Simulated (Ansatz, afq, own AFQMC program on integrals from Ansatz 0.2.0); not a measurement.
# CHB (triplet): quantum Monte Carlo beside coupled cluster, 6-31G

How near does AFQMC come to the top of the ladder for CHB (triplet)?

Method: 6-31G, frozen cores; program: Ansatz 0.2.0, Gaussian basis, and an in-house AFQMC program (afq) on its integrals; all values are calculated.

To be run: Full CI; PBE (unrestricted); r2SCAN (unrestricted); PBE0 (unrestricted); B3LYP (unrestricted); wB97M-V (unrestricted); B2PLYP (unrestricted); CCSD(T) on UHF; CCSDT(Q) on UHF; CCSDTQ on UHF; Phaseless AFQMC, CISD trial on UHF; Phaseless AFQMC, single-determinant trial on UHF; Free-projection AFQMC, CISD trial on UHF; Phaseless AFQMC, CID trial on UHF.

2 further runs of the same task are left out: 2 that didn't finish.

## (1) The system

The geometry is a PBE0/def2-TZVP stationary point (not a proven minimum) of the parent state, kept for this charge and spin.

3 atoms, charge 0, spin multiplicity 3.

Atoms are counted from 1 here; the program's logs count them from 0.

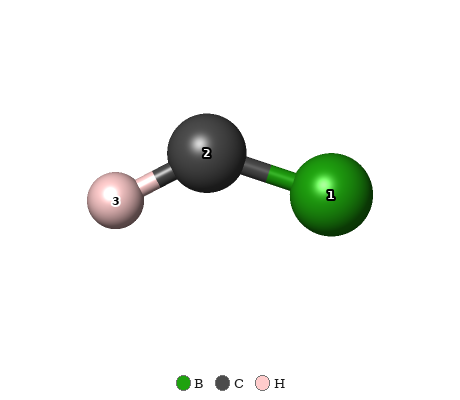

The structure; boron green, carbon dark grey, hydrogen pink; atoms are numbered from 1 in the order of the file.

As a file:

```
B     0.00000    0.08442    0.78359
C     0.00000   -0.12096   -0.58403
H     0.00000    0.53595   -1.44525
```

## (2) Full CI

in.yaml

```yaml
crystal:
  periodic: [false, false, false]
  atoms:
    - {symbol: B, position_ang: [0.000000, 0.084416, 0.783587]}
    - {symbol: C, position_ang: [0.000000, -0.120961, -0.584032]}
    - {symbol: H, position_ang: [0.000000, 0.535945, -1.445249]}
basis:
  gaussian: {orbitals: 6-31G}
magnetization: {spin_polarized: false, initial_magnetization: 2}
correlation: {method: fci, electrons: outside_noble_gas}
```

Run with:

```console
> ansatz run in.yaml --threads 1 --pin off --events-out ev --progress --plain --max-ram 1843MiB
```

Standard output, shortened:

```text
Functional definition: HF
  name "HF"
  cite "Fock, Z. Phys. 61, 126 (1930) doi:10.1007/BF01340294"
  parent pbe
[...]
452 factors; integrals over basis functions are off by at most 1.8e-7 eV
[...]
mean field -1712.05042930 eV, -62.9166928073 hartree, gradient 8.7e-6 eV, S^2 2.000000; 9 other end points of the search recorded, 0 dependent functions left out
[...]
determinant -1712.05042930 eV, -62.9166928073 hartree, with singles and doubles -1715.68084935 eV, -63.0501082835 hartree
determinant -1711.90225867 eV, -62.9112476370 hartree, with singles and doubles -1715.50666681 eV, -63.0437071930 hartree
determinant -1711.38008168 eV, -62.8920579868 hartree, with singles and doubles -1714.39355950 eV, -63.0028012540 hartree
determinant -1712.05042930 eV, -62.9166928073 hartree, with singles and doubles -1715.68810140 eV, -63.0503747912 hartree
determinant -1711.90225867 eV, -62.9112476370 hartree, with singles and doubles -1715.51033142 eV, -63.0438418651 hartree
2 core orbitals not correlated: weight in the atoms' cores, before any rotation towards them, 1.000 or more for the frozen orbitals, at most 0.000 for the correlated occupied ones
reference -1712.05042930 eV, -62.9166928073 hartree; 5, 3 occupied and 13, 15 virtual orbitals, 452 factors
state -1715.88259713 eV, -63.0575223774 hartree
Total energy: -1715.88259713 eV, -63.0575223774 hartree
```

It took 27 s on 1 thread of Intel Xeon Platinum 8375C at 2.90GHz (Ice Lake), shared host; peak memory 0.49 GiB.

From the report: 4,681,152 determinants, symmetry A''.

## (3) PBE (unrestricted)

Edit in.yaml of step 2 so:

```diff
@@ -8,3 +8,4 @@
   gaussian: {orbitals: 6-31G}
-magnetization: {spin_polarized: false, initial_magnetization: 2}
-correlation: {method: fci, electrons: outside_noble_gas}
+magnetization: {spin_polarized: true, initial_magnetization: 2}
+hamiltonian: {xc: {name: PBE}}
+output: {orbitals: {seedname: orbitals}}
```

The command is unchanged.

Standard output:

```text
Functional definition: PBE
  name "PBE"
  cite "Perdew, Burke & Ernzerhof, Phys. Rev. Lett. 77, 3865 (1996) doi:10.1103/PhysRevLett.77.3865"
  parent pbe
  parameter kappa = 0.804
  parameter beta = 0.06672455060314922
  exchange = pbe_x(kappa = kappa, mu = beta*pi^2/3)
  correlation = pbe_c(beta = beta)
285 factors; integrals over basis functions are off by at most 2.6e-4 eV
mean field evaluation 1: about -1716.0162 eV, gradient 2.7e1 eV
mean field evaluation 2: about -1692.2065 eV, gradient 5.6e1 eV
mean field evaluation 4: about -1720.2218 eV, gradient 2.5e0 eV
mean field evaluation 8: about -1720.2718 eV, gradient 8.0e-2 eV
mean field evaluation 16: about -1720.2719 eV, gradient 2.5e-4 eV
mean field evaluation 32: about -1720.0357 eV, gradient 2.7e-1 eV
mean field -1720.27191874 eV, -63.2188269716 hartree, gradient 7.5e-6 eV, S^2 2.003342; 6 other end points of the search recorded, 0 dependent functions left out
reference -1720.27194169 eV, -63.2188278147 hartree; 7, 5 occupied and 13, 15 virtual orbitals, 285 factors
Total energy: -1720.27194169 eV, -63.2188278147 hartree
```

Run time: 1 s. Hardware: 1 thread of Intel Xeon Platinum 8375C at 2.90GHz (Ice Lake), shared host.

From the report: ⟨S²⟩ of the determinant 2.003 (pure triplet: 2.00).

## (4) r2SCAN (unrestricted)

Edit in.yaml of step 3 so:

```diff
@@ -9,3 +9,2 @@
 magnetization: {spin_polarized: true, initial_magnetization: 2}
-hamiltonian: {xc: {name: PBE}}
-output: {orbitals: {seedname: orbitals}}
+hamiltonian: {xc: {name: r2SCAN}}
```

The command is unchanged.

Standard output, shortened:

```text
Functional definition: r2SCAN
  name "r2SCAN"
  cite "Furness, Kaplan, Ning, Perdew & Sun, J. Phys. Chem. Lett. 11, 8208 (2020) doi:10.1021/acs.jpclett.0c02405"
  cite "Furness, Kaplan, Ning, Perdew & Sun, J. Phys. Chem. Lett. 11, 9248 (2020) doi:10.1021/acs.jpclett.0c03077"
  parent r2scan
[...]
285 factors; integrals over basis functions are off by at most 2.6e-4 eV
[...]
mean field -1721.82063501 eV, -63.2757412446 hartree, gradient 6.3e-6 eV, S^2 2.007364; 6 other end points of the search recorded, 0 dependent functions left out
reference -1721.82064087 eV, -63.2757414598 hartree; 7, 5 occupied and 13, 15 virtual orbitals, 285 factors
Total energy: -1721.82064087 eV, -63.2757414598 hartree
```

Run time: 1.8 s. Hardware: 1 thread of Intel Xeon Platinum 8375C at 2.90GHz (Ice Lake), shared host.

From the report: ⟨S²⟩ of the determinant 2.007 (pure triplet: 2.00).

## (5) PBE0 (unrestricted)

Edit in.yaml of step 4 so:

```diff
@@ -9,2 +9,3 @@
 magnetization: {spin_polarized: true, initial_magnetization: 2}
-hamiltonian: {xc: {name: r2SCAN}}
+hamiltonian: {xc: {name: PBE0}}
+output: {orbitals: {seedname: orbitals}}
```

The command is unchanged.

Standard output, shortened:

```text
Functional definition: PBE0
  name "PBE0"
  cite "Adamo & Barone, J. Chem. Phys. 110, 6158 (1999) doi:10.1063/1.478522"
  cite "Perdew, Burke & Ernzerhof, Phys. Rev. Lett. 77, 3865 (1996) doi:10.1103/PhysRevLett.77.3865"
  parent pbe
[...]
285 factors; integrals over basis functions are off by at most 2.6e-4 eV
[...]
mean field -1720.45515673 eV, -63.2255608436 hartree, gradient 2.6e-6 eV, S^2 2.006039; 3 other end points of the search recorded, 0 dependent functions left out
reference -1720.45517404 eV, -63.2255614794 hartree; 7, 5 occupied and 13, 15 virtual orbitals, 285 factors
Total energy: -1720.45517404 eV, -63.2255614794 hartree
```

It took 0.75 s on 1 thread of Intel Xeon Platinum 8375C at 2.90GHz (Ice Lake), shared host.

From the report: ⟨S²⟩ of the determinant 2.006 (pure triplet: 2.00).

## (6) B3LYP (unrestricted)

Edit in.yaml of step 5 so:

```diff
@@ -9,3 +9,2 @@
 magnetization: {spin_polarized: true, initial_magnetization: 2}
-hamiltonian: {xc: {name: PBE0}}
-output: {orbitals: {seedname: orbitals}}
+hamiltonian: {xc: {name: B3LYP}}
```

The command is unchanged.

Standard output, shortened:

```text
Functional definition: B3LYP
  name "B3LYP"
  cite "Stephens, Devlin, Chabalowski & Frisch, J. Phys. Chem. 98, 11623 (1994) doi:10.1021/j100096a001"
  cite "Becke, Phys. Rev. A 38, 3098 (1988) doi:10.1103/PhysRevA.38.3098"
  cite "Lee, Yang & Parr, Phys. Rev. B 37, 785 (1988) doi:10.1103/PhysRevB.37.785"
  cite "Vosko, Wilk & Nusair, Can. J. Phys. 58, 1200 (1980) doi:10.1139/p80-159"
[...]
285 factors; integrals over basis functions are off by at most 2.6e-4 eV
[...]
mean field -1722.94614394 eV, -63.3171029348 hartree, gradient 6.1e-6 eV, S^2 2.002319; 3 other end points of the search recorded, 0 dependent functions left out
reference -1722.94631140 eV, -63.3171090890 hartree; 7, 5 occupied and 13, 15 virtual orbitals, 285 factors
Total energy: -1722.94631140 eV, -63.3171090890 hartree
```

Run time: 0.81 s. Hardware: 1 thread of Intel Xeon Platinum 8375C at 2.90GHz (Ice Lake), shared host.

From the report: ⟨S²⟩ of the determinant 2.002 (pure triplet: 2.00).

## (7) wB97M-V (unrestricted)

Edit in.yaml of step 6 so:

```diff
@@ -9,2 +9,3 @@
 magnetization: {spin_polarized: true, initial_magnetization: 2}
-hamiltonian: {xc: {name: B3LYP}}
+hamiltonian: {xc: {name: wB97M-V}}
+output: {orbitals: {seedname: orbitals}}
```

The command is unchanged.

Standard output, shortened:

```text
Functional definition: wB97M-V
  name "wB97M-V"
  cite "Mardirossian & Head-Gordon, J. Chem. Phys. 144, 214110 (2016) doi:10.1063/1.4952647"
  cite "Becke, J. Chem. Phys. 107, 8554 (1997) doi:10.1063/1.475007"
  cite "Vydrov & Van Voorhis, J. Chem. Phys. 133, 244103 (2010) doi:10.1063/1.3521275"
  # Of w^i u^j: cxij and so on, Table III.
[...]
  gx(w, u) = 1 - cx + cx01*u + cx10*w
  gss(w, u) = css00 + css04*u^4 + css10*w + css20*w^2 + css43*w^4*u^3
  gos(w, u) = cos00 + cos10*w + (cos20 + cos21*u)*w^2 + (cos60 + cos61*u)*w^6
[...]
      + integral(e_c_pw_mod_opposite_spin*gos(b97_w_opposite, b97_u_opposite)) + vv10(b, c)
285 factors; integrals over basis functions are off by at most 2.6e-4 eV
91 factors; integrals over basis functions are off by at most 5.8e-6 eV
[...]
mean field -1721.82647231 eV, -63.2759557616 hartree, gradient 1.1e-5 eV, S^2 2.004502; 3 other end points of the search recorded, 0 dependent functions left out
reference -1721.82649423 eV, -63.2759565671 hartree; 7, 5 occupied and 13, 15 virtual orbitals, 285 factors
Total energy: -1721.82649423 eV, -63.2759565671 hartree
```

Run time: 2.1 s. Hardware: 1 thread of Intel Xeon Platinum 8375C at 2.90GHz (Ice Lake), shared host.

From the report: ⟨S²⟩ of the determinant 2.005 (pure triplet: 2.00).

## (8) B2PLYP (unrestricted)

Edit in.yaml of step 7 so:

```diff
@@ -9,3 +9,3 @@
 magnetization: {spin_polarized: true, initial_magnetization: 2}
-hamiltonian: {xc: {name: wB97M-V}}
-output: {orbitals: {seedname: orbitals}}
+hamiltonian: {xc: {name: B2PLYP}}
+correlation: {electrons: outside_noble_gas}
```

The command is unchanged.

Standard output, shortened:

```text
Functional definition: B2PLYP
  name "B2PLYP"
  cite "Grimme, J. Chem. Phys. 124, 034108 (2006) doi:10.1063/1.2148954"
  cite "Becke, Phys. Rev. A 38, 3098 (1988) doi:10.1103/PhysRevA.38.3098"
  cite "Lee, Yang & Parr, Phys. Rev. B 37, 785 (1988) doi:10.1103/PhysRevB.37.785"
[...]
285 factors; integrals over basis functions are off by at most 2.6e-4 eV
[...]
mean field -1719.20850087 eV, -63.1797470856 hartree, gradient 1.4e-6 eV, S^2 2.008268; 4 other end points of the search recorded, 0 dependent functions left out
2 core orbitals not correlated: weight in the atoms' cores, before any rotation towards them, 1.000 or more for the frozen orbitals, at most 0.000 for the correlated occupied ones
reference -1719.20860751 eV, -63.1797510044 hartree; 5, 3 occupied and 13, 15 virtual orbitals, 285 factors
second order -4.04876117 eV of doubles, -0.00000000 eV of singles
Total energy: -1720.30177302 eV, -63.2199240962 hartree
```

Wall time 1.1 s (1 thread of Intel Xeon Platinum 8375C at 2.90GHz (Ice Lake), shared host).

From the report: ⟨S²⟩ of the determinant 2.008 (pure triplet: 2.00).

## (9) CCSD(T) on UHF

Edit in.yaml of step 8 so:

```diff
@@ -9,3 +9,2 @@
 magnetization: {spin_polarized: true, initial_magnetization: 2}
-hamiltonian: {xc: {name: B2PLYP}}
-correlation: {electrons: outside_noble_gas}
+correlation: {method: ccsd_t, electrons: outside_noble_gas, hamiltonian_folder: ham}
```

Launched as before.

Standard output, shortened:

```text
Functional definition: HF
  name "HF"
  cite "Fock, Z. Phys. 61, 126 (1930) doi:10.1007/BF01340294"
  parent pbe
[...]
285 factors; integrals over basis functions are off by at most 2.6e-4 eV
[...]
mean field -1712.16494422 eV, -62.9209011529 hartree, gradient 2.5e-6 eV, S^2 2.161087; 18 other end points of the search recorded, 0 dependent functions left out
determinant -1712.16494422 eV, -62.9209011529 hartree, with singles and doubles -1715.66622121 eV, -63.0495707092 hartree
determinant -1712.07522346 eV, -62.9176039759 hartree, with singles and doubles -1715.58934612 eV, -63.0467456017 hartree
determinant -1712.00938336 eV, -62.9151843970 hartree, with singles and doubles -1715.69172136 eV, -63.0505078222 hartree
determinant -1712.00212596 eV, -62.9149176924 hartree, with singles and doubles -1715.50560180 eV, -63.0436680548 hartree
[...]
determinant -1712.16494422 eV, -62.9209011529 hartree, with singles and doubles -1715.67994741 eV, -63.0500751376 hartree
determinant -1712.07522346 eV, -62.9176039759 hartree, with singles and doubles -1715.68019847 eV, -63.0500843640 hartree
determinant -1712.00938336 eV, -62.9151843970 hartree, with singles and doubles -1715.70078527 eV, -63.0508409149 hartree
determinant -1712.00212596 eV, -62.9149176924 hartree, with singles and doubles -1715.51126708 eV, -63.0438762500 hartree
2 core orbitals not correlated: weight in the atoms' cores, before any rotation towards them, 1.000 or more for the frozen orbitals, at most 0.000 for the correlated occupied ones
reference -1712.16494422 eV, -62.9209011529 hartree; 5, 3 occupied and 13, 15 virtual orbitals, 285 factors
second order -2.78726213 eV of doubles, -0.00000000 eV of singles
cycle   1  -3.51500367 eV  change   -4.8e-7 eV  update   4.0e-6
perturbative correction -0.13651868 eV, -0.0050169689 hartree
Total energy: -1715.81646657 eV, -63.0550921241 hartree
```

Run time: 2.1 s. Hardware: 1 thread of Intel Xeon Platinum 8375C at 2.90GHz (Ice Lake), shared host.

From the report: ⟨S²⟩ of the determinant 2.161 (pure triplet: 2.00); correlation -3.6515 eV; T1 0.060; largest double amplitude 0.13.

This run also writes the integrals to the folder ham.

## (10) CCSDT(Q) on UHF

Edit in.yaml of step 9 so:

```diff
@@ -9,2 +9,2 @@
 magnetization: {spin_polarized: true, initial_magnetization: 2}
-correlation: {method: ccsd_t, electrons: outside_noble_gas, hamiltonian_folder: ham}
+correlation: {method: ccsdt_q, electrons: outside_noble_gas}
```

Launched as before.

Standard output, shortened:

```text
Functional definition: HF
  name "HF"
  cite "Fock, Z. Phys. 61, 126 (1930) doi:10.1007/BF01340294"
  parent pbe
[...]
452 factors; integrals over basis functions are off by at most 1.8e-7 eV
[...]
mean field -1712.16498852 eV, -62.9209027812 hartree, gradient 2.5e-6 eV, S^2 2.161085; 18 other end points of the search recorded, 0 dependent functions left out
determinant -1712.16498852 eV, -62.9209027812 hartree, with singles and doubles -1715.66626567 eV, -63.0495723429 hartree
determinant -1712.07524987 eV, -62.9176049465 hartree, with singles and doubles -1715.58939519 eV, -63.0467474048 hartree
determinant -1712.00942276 eV, -62.9151858448 hartree, with singles and doubles -1715.69176365 eV, -63.0505093765 hartree
determinant -1712.00216974 eV, -62.9149193011 hartree, with singles and doubles -1715.50564314 eV, -63.0436695739 hartree
[...]
determinant -1712.16498852 eV, -62.9209027812 hartree, with singles and doubles -1715.67999169 eV, -63.0500767648 hartree
determinant -1712.07524987 eV, -62.9176049465 hartree, with singles and doubles -1715.68024526 eV, -63.0500860835 hartree
determinant -1712.00942276 eV, -62.9151858448 hartree, with singles and doubles -1715.70082769 eV, -63.0508424740 hartree
determinant -1712.00216974 eV, -62.9149193011 hartree, with singles and doubles -1715.51130853 eV, -63.0438777731 hartree
2 core orbitals not correlated: weight in the atoms' cores, before any rotation towards them, 1.000 or more for the frozen orbitals, at most 0.000 for the correlated occupied ones
reference -1712.16498852 eV, -62.9209027812 hartree; 5, 3 occupied and 13, 15 virtual orbitals, 452 factors
second order -2.78729103 eV of doubles, -0.00000000 eV of singles
cycle   1  -3.09968946 eV  change   -3.1e-1 eV  update   8.1e-2
[...]
cycle  25  -3.70401502 eV  change    3.5e-7 eV  update   2.5e-7
perturbative correction -0.01424026 eV, -0.0005233198 hartree
Total energy: -1715.88324380 eV, -63.0575461422 hartree
```

Run time: 6 s. Hardware: 1 thread of Intel Xeon Platinum 8375C at 2.90GHz (Ice Lake), shared host.

From the report: ⟨S²⟩ of the determinant 2.161 (pure triplet: 2.00); correlation -3.7183 eV; T1 0.068; largest double amplitude 0.15.

## (11) CCSDTQ on UHF

Edit in.yaml of step 10 so:

```diff
@@ -9,2 +9,2 @@
 magnetization: {spin_polarized: true, initial_magnetization: 2}
-correlation: {method: ccsdt_q, electrons: outside_noble_gas}
+correlation: {method: ccsdtq, electrons: outside_noble_gas}
```

The command is unchanged.

Standard output, shortened:

```text
Functional definition: HF
  name "HF"
  cite "Fock, Z. Phys. 61, 126 (1930) doi:10.1007/BF01340294"
  parent pbe
[...]
452 factors; integrals over basis functions are off by at most 1.8e-7 eV
[...]
mean field -1712.16498852 eV, -62.9209027812 hartree, gradient 2.5e-6 eV, S^2 2.161085; 18 other end points of the search recorded, 0 dependent functions left out
determinant -1712.16498852 eV, -62.9209027812 hartree, with singles and doubles -1715.66626567 eV, -63.0495723429 hartree
determinant -1712.07524987 eV, -62.9176049465 hartree, with singles and doubles -1715.58939519 eV, -63.0467474048 hartree
determinant -1712.00942276 eV, -62.9151858448 hartree, with singles and doubles -1715.69176365 eV, -63.0505093765 hartree
determinant -1712.00216974 eV, -62.9149193011 hartree, with singles and doubles -1715.50564314 eV, -63.0436695739 hartree
[...]
determinant -1712.16498852 eV, -62.9209027812 hartree, with singles and doubles -1715.67999169 eV, -63.0500767648 hartree
determinant -1712.07524987 eV, -62.9176049465 hartree, with singles and doubles -1715.68024526 eV, -63.0500860835 hartree
determinant -1712.00942276 eV, -62.9151858448 hartree, with singles and doubles -1715.70082769 eV, -63.0508424740 hartree
determinant -1712.00216974 eV, -62.9149193011 hartree, with singles and doubles -1715.51130853 eV, -63.0438777731 hartree
2 core orbitals not correlated: weight in the atoms' cores, before any rotation towards them, 1.000 or more for the frozen orbitals, at most 0.000 for the correlated occupied ones
reference -1712.16498852 eV, -62.9209027812 hartree; 5, 3 occupied and 13, 15 virtual orbitals, 452 factors
second order -2.78729103 eV of doubles, -0.00000000 eV of singles
cycle   1  -3.09968946 eV  change   -3.1e-1 eV  update   8.1e-2
[...]
cycle  29  -3.71647574 eV  change   -2.7e-7 eV  update   1.7e-7
Total energy: -1715.88146426 eV, -63.0574807455 hartree
```

Run time: 56 s. Hardware: 1 thread of Intel Xeon Platinum 8375C at 2.90GHz (Ice Lake), shared host.

From the report: ⟨S²⟩ of the determinant 2.161 (pure triplet: 2.00); correlation -3.7165 eV; T1 0.068; largest double amplitude 0.15.

## (12) Phaseless AFQMC, CISD trial on UHF

It reads the integrals that the CCSD(T) run on this determinant wrote.

Run with:

```console
> afq ham --method phaseless --trial cisd --walkers 160 --populations 1 --least-time 40 --time-step 0.005 --steps-per-block 50 --equilibration-blocks 28 --max-blocks 300 --target-error 0.00034 --factor-cut 1e-05 --start spin_pure --seed 4865 --release-times 0.24,0.5,1,1.5 --release-step 0.02 --release-every 4 --taylor-order 6
```

Standard output:

```text
orbitals 18  electrons 5 3  factors 116 of 285
reference energy -62.92090115 Eh
CCSD correlation -0.12917404 Eh in 17 cycles, weight of the determinant in the CISD state 0.8516
energy of the start -63.046275 Eh
 block  time / (1/Eh)  mean weight  energy / Eh
     1     0.250  1.0001  -63.046912
     2     0.500  1.0003  -63.048338
     3     0.750  0.9996  -63.050305
     4     1.000  1.0001  -63.052605
     5     1.250  1.0002  -63.054537
     6     1.500  1.0006  -63.052913
     7     1.750  1.0005  -63.053646
     8     2.000  1.0003  -63.053007
     9     2.250  0.9996  -63.053346
    10     2.500  0.9998  -63.054620
    11     2.750  0.9999  -63.053481
    16     4.000  1.0002  -63.056296
    21     5.250  0.9997  -63.056445
    26     6.500  1.0000  -63.063066
    31     7.750  1.0001  -63.053602
    36     9.000  1.0009  -63.057445
    41    10.250  1.0002  -63.056503
    46    11.500  1.0000  -63.059468
    51    12.750  1.0003  -63.056454
    56    14.000  0.9996  -63.053708
    61    15.250  1.0000  -63.061368
    66    16.500  0.9994  -63.053107
    71    17.750  1.0005  -63.058258
    76    19.000  1.0011  -63.055320
    81    20.250  0.9998  -63.056617
    86    21.500  0.9997  -63.052135
    91    22.750  1.0005  -63.049480
    96    24.000  1.0007  -63.054723
   101    25.250  0.9999  -63.053719
   106    26.500  1.0000  -63.054843
   111    27.750  1.0002  -63.053166
   116    29.000  0.9987  -63.054598
   121    30.250  1.0006  -63.055094
   126    31.500  1.0000  -63.056123
   131    32.750  0.9995  -63.057406
   136    34.000  0.9998  -63.059094
   141    35.250  0.9996  -63.057973
   146    36.500  0.9999  -63.058940
   151    37.750  1.0002  -63.054606
   156    39.000  0.9996  -63.058176
   161    40.250  0.9998  -63.053283
   166    41.500  1.0001  -63.069068
   171    42.750  1.0004  -63.057218
   176    44.000  1.0000  -63.052535
   181    45.250  1.0000  -63.056146
   186    46.500  1.0007  -63.053933
   191    47.750  1.0005  -63.053493
   196    49.000  0.9996  -63.052807
   201    50.250  0.9997  -63.056072
   206    51.500  0.9998  -63.060831
blocks merged  error / Eh  count
     1  0.000210  180
     2  0.000251  90
     4  0.000299  45
     8  0.000339  22
    16  0.000341  11
released: time / (1/Eh)  energy / Eh  error  mean overlap
  0.24  -63.055809  0.000399  1.0020
  0.50  -63.056324  0.000322  0.9963
  1.00  -63.056818  0.000340  0.9917
  1.50  -63.056970  0.000326  0.9930
energy -63.055655 +/- 0.000339 Eh
```

Wall time 3.4 min (1 thread of Intel Xeon Platinum 8375C at 2.90GHz (Ice Lake), shared host).

Energy -1715.8318 ± 0.0092 eV. Caveats: constraint bias not in the error.

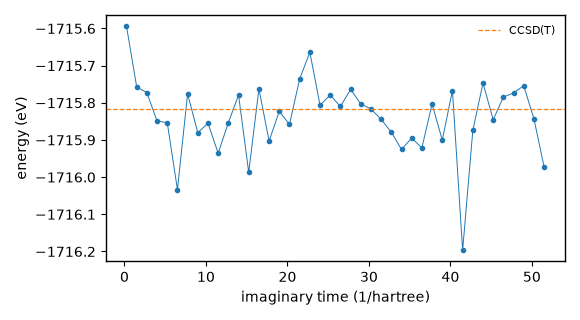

Block energies along the walk.

(Part 1 of 2 ends here.)
